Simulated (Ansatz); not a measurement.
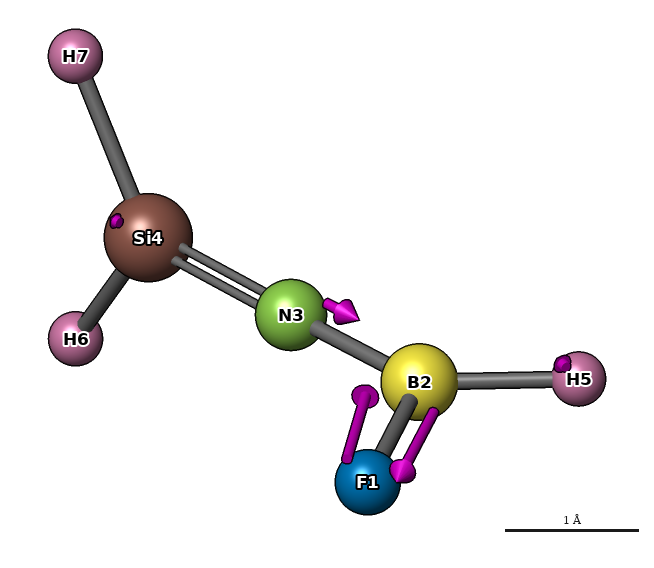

Arrows show the forces on the atoms, 0.3 Å of arrow for 1 eV/Å; forces under a tenth of the largest aren't drawn. Level of theory: r2SCAN-D4/def2-TZVPP (Ansatz 0.2.0).

Which bond do the forces act along most?

Answer. F1–B2, now 1.523 Å: the forces pull its atoms together, so a first step downhill shortens it.

List the force components in the frame of the picture (x right, y up, z towards the viewer), in eV/Å.

| atom | Fx | Fy | Fz |
| --- | --- | --- | --- |
| F1 | 0.56 | 1.89 | −3.17 |
| B2 | −0.94 | −1.79 | 3.00 |
| N3 | 0.86 | −0.44 | 0.74 |
| Si4 | −0.27 | 0.14 | −0.23 |
| H5 | −0.26 | 0.24 | −0.41 |
| H6 | 0.03 | −0.01 | 0.04 |
| H7 | 0.03 | −0.03 | 0.02 |
